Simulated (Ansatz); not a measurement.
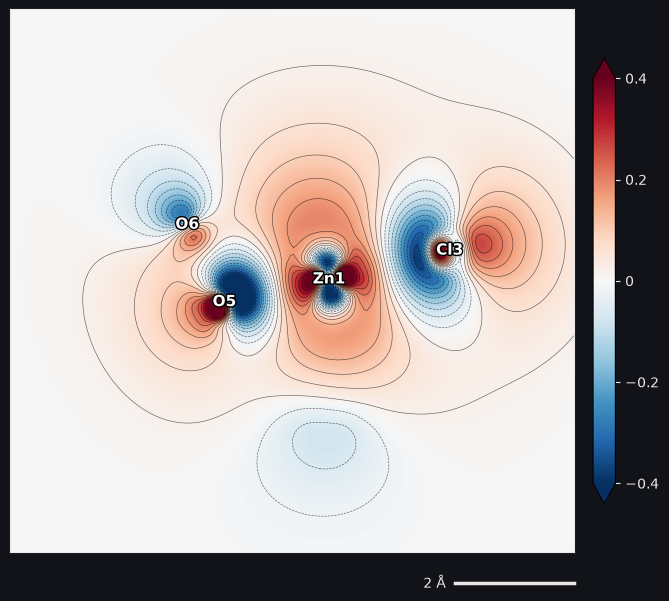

The picture shows: ClHO2Zn···H2. The LUMO on the plane of atoms Zn1, O5 and O6 (values in Å⁻³ᐟ²; the overall sign is arbitrary).

The product side of a reaction path; geometry: PBE0-D4/def2-TZVP.

Computed with Ansatz 0.2.0, RKS PBE0-D4/def2-TZVPP.

```xyz
7

Zn   -0.2393   -0.7452   -0.3885
H    -1.7741   -0.0716    1.5326
Cl   -1.2076   -2.5354   -0.8478
H    -1.3506    0.5462    1.4698
O     0.6294    0.7911   -0.0166
O     1.5614    0.9260   -1.1154
H     2.3808    1.0889   -0.6341
```

Describe this orbital and give its energy.

Its weight (Hirshfeld) is mainly on Zn1 (about 60 %), Cl3 (about 20 %) and O5 (about 15 %). Its energy is −1.18 eV.
